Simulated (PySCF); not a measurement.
```xyz
15

Si    2.4254   -0.7597   -0.4125
N     1.2718    0.2475    0.4190
C    -0.0709    0.2652    0.2502
C    -0.8172   -0.5504   -0.6488
C    -2.1337   -0.2173   -0.5086
C    -2.2404    0.8193    0.4863
C    -0.9869    1.1087    0.9441
H     2.1381   -2.1661   -0.1316
H     2.3534   -0.4921   -1.8489
H     3.6949   -0.3322    0.1706
H     1.5939    0.9094    1.1109
H    -0.3931   -1.2870   -1.3046
H    -2.9652   -0.6435   -1.0391
H    -3.1614    1.2742    0.8008
H    -0.7130    1.8319    1.6903
```

Geometry: GFN2-xTB.

Theory: UKS B3LYP, pcH-1 on C H N Si, non-relativistic, mean-field spin-orbit, GIAO (PySCF 2.14.0, density-fitted response routines).

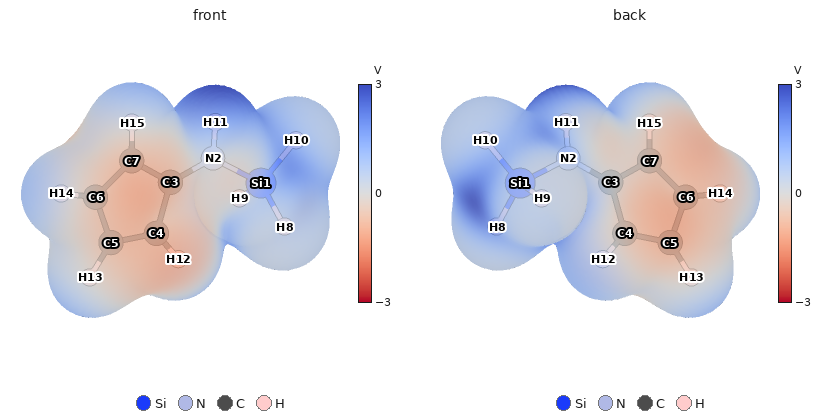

C5H8NSi (SMILES [SiH3]N[C]1C=CC=C1) (doublet). The molecular electrostatic potential painted on the density surface at 0.004 e/bohr³, seen from the front and from behind; red is negative and blue positive.

> Which sites attract a positive test charge, and which a negative one?

A positive charge is drawn to the negative regions and a negative charge to the positive ones. The most negative region (about −1.2 V) lies over the π face of C4, C5, C6 and C7, the most positive (about +2.9 V) over Si1 and H11.
